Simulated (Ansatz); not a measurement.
# C3H6F2 (1,3-difluoropropane) at CCSD(T)/cc-pVDZ

Aim: the energy change on altering one bond length of C3H6F2 (1,3-difluoropropane) at CCSD(T)/cc-pVDZ, from 2 runs. 

The results are computed with Ansatz 0.2.0.

49 further runs of the same task are left out: 49 set aside as unsound or not needed.

## 1. The structure to begin with

C3H6F2 has 11 atoms, charge 0, and is taken as a singlet. SMILES: `FCCCF`. The shape is that of a PBE0-D4/def2-TZVP optimisation. This is one conformer, not always the lowest.

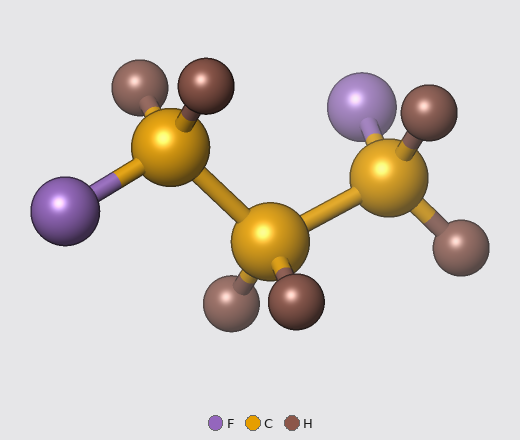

Viewed from a chosen angle; fluorine purple, carbon amber, hydrogen brown.

## 2. The energy at CCSD(T)/cc-pVDZ

Input file run.yaml:

```yaml
crystal:
  periodic: [false, false, false]
  atoms:
    - {symbol: F, position_ang: [-1.964400, 1.432700, -0.107100]}
    - {symbol: C, position_ang: [-0.715300, 1.000700, 0.300600]}
    - {symbol: C, position_ang: [-0.375000, -0.298800, -0.387800]}
    - {symbol: C, position_ang: [0.967500, -0.838200, 0.034700]}
    - {symbol: F, position_ang: [1.975600, 0.040200, -0.331200]}
    - {symbol: H, position_ang: [-0.744500, 0.875300, 1.388600]}
    - {symbol: H, position_ang: [0.008000, 1.781800, 0.054100]}
    - {symbol: H, position_ang: [-0.388200, -0.154300, -1.471600]}
    - {symbol: H, position_ang: [-1.138100, -1.046200, -0.147100]}
    - {symbol: H, position_ang: [1.026200, -0.968100, 1.120800]}
    - {symbol: H, position_ang: [1.173400, -1.798000, -0.445900]}
basis:
  gaussian:
    orbitals: cc-pVDZ
correlation:
  method: ccsd_t
  frozen_orbitals: {C: 1, F: 1, H: 0}
accuracy: high
scf:
  omitted_lower_state_checks: [cluster_reference, increment]
```

The run is started by

```bash
$ ansatz run run.yaml --threads 1 --pin off --max-ram 3480MiB --events-out events.jsonl --progress --plain --runs-dir runs
```

The log of the run, shortened:

```text
Warning: RAYON_NUM_THREADS=1 ignored (pool sized by the plan → 1); use --threads N
Functional definition: HF
  name "HF"
[...]
2402 factors; integrals over basis functions are off by at most 3.6e-9 eV
[...]
mean field -8598.28872648 eV, -315.9812825686 hartree, gradient 2.2e-8 eV, S^2 0.000000; 0 other end points of the search recorded, 0 dependent functions left out
5 core orbitals not correlated: weight in the atoms' cores, before any rotation towards them, 1.000 or more for the frozen orbitals, at most 0.000 for the correlated occupied ones
reference -8598.28872648 eV, -315.9812825686 hartree; 16, 16 occupied and 79, 79 virtual orbitals, 2402 factors
second order -21.54099682 eV of doubles, -0.00000000 eV of singles
cycle   1  -22.18817296 eV  change   -6.5e-1 eV  update   9.2e-2
[...]
cycle  20  -22.79090392 eV  change    1.2e-9 eV  update   1.8e-9
perturbative correction -0.51659592 eV, -0.0189845499 hartree
Total energy: -8621.59622631 eV, -316.8378173892 hartree
Checks for a lower state left out: cluster_reference, increment
```

Wall time 55 s (1 thread of Arm Neoverse V1, shared host); peak memory 0.82 GiB.

## 3. The distorted shape

Input file molecule.yaml:

```yaml
crystal:
  periodic: [false, false, false]
  atoms:
    - {symbol: F, position_ang: [-2.015456, 1.627666, -0.003818]}
    - {symbol: C, position_ang: [-0.766356, 1.195666, 0.403882]}
    - {symbol: C, position_ang: [-0.375000, -0.298800, -0.387800]}
    - {symbol: C, position_ang: [0.967500, -0.838200, 0.034700]}
    - {symbol: F, position_ang: [1.975600, 0.040200, -0.331200]}
    - {symbol: H, position_ang: [-0.795556, 1.070266, 1.491882]}
    - {symbol: H, position_ang: [-0.043056, 1.976766, 0.157382]}
    - {symbol: H, position_ang: [-0.388200, -0.154300, -1.471600]}
    - {symbol: H, position_ang: [-1.138100, -1.046200, -0.147100]}
    - {symbol: H, position_ang: [1.026200, -0.968100, 1.120800]}
    - {symbol: H, position_ang: [1.173400, -1.798000, -0.445900]}
basis:
  gaussian:
    orbitals: cc-pVDZ
correlation:
  method: ccsd_t
  frozen_orbitals: {C: 1, F: 1, H: 0}
accuracy: high
scf:
  omitted_lower_state_checks: [cluster_reference, increment]
```

The run is started by

```bash
$ ansatz run molecule.yaml --threads 1 --pin off --max-ram 3480MiB --events-out events.jsonl --progress --plain --runs-dir runs
```

The log of the run, shortened:

```text
Warning: RAYON_NUM_THREADS=1 ignored (pool sized by the plan → 1); use --threads N
[... 2 set-up lines as earlier in the session ...]
[...]
2395 factors; integrals over basis functions are off by at most 3.5e-9 eV
[...]
mean field -8597.72938092 eV, -315.9607269986 hartree, gradient 2.2e-8 eV, S^2 0.000000; 0 other end points of the search recorded, 0 dependent functions left out
5 core orbitals not correlated: weight in the atoms' cores, before any rotation towards them, 1.000 or more for the frozen orbitals, at most 0.000 for the correlated occupied ones
reference -8597.72938092 eV, -315.9607269986 hartree; 16, 16 occupied and 79, 79 virtual orbitals, 2395 factors
second order -21.60273446 eV of doubles, -0.00000000 eV of singles
cycle   1  -22.25338240 eV  change   -6.5e-1 eV  update   9.4e-2
[...]
cycle  20  -22.87672665 eV  change    1.9e-9 eV  update   2.1e-9
perturbative correction -0.53613210 eV, -0.0197024912 hartree
Total energy: -8621.14223967 eV, -316.8211336877 hartree
Checks for a lower state left out: cluster_reference, increment
```

Wall time 54 s (1 thread of Arm Neoverse V1, shared host); peak memory 0.82 GiB.

## 4. Outcome

At CCSD(T)/cc-pVDZ, 5 core orbitals frozen:

| quantity | value |
| --- | --- |
| first shape: total energy | -316.83782 Eh |
| first shape: correlation energy (5 core orbitals frozen) | -856.5 mEh |
| first shape: (T) correction | -18.98 mEh |
| first shape: T1 diagnostic | 0.010 |
| distorted shape: total energy | -316.82113 Eh |
| distorted shape: correlation energy (5 core orbitals frozen) | -860.4 mEh |
| distorted shape: (T) correction | -19.70 mEh |
| distorted shape: T1 diagnostic | 0.010 |
| energy change with the C2–C3 bond stretched from 1.509 to 1.736 Å | 0.454 eV |

What this shows: With the C2–C3 bond stretched from 1.509 to 1.736 Å the energy rises by 0.45 eV (10.5 kcal/mol). The first shape isn't relaxed at this level, so the change isn't measured from a minimum. The triples (first shape) make up 2.2 % of the correlation energy. The triples (distorted shape) make up 2.3 % of the correlation energy.
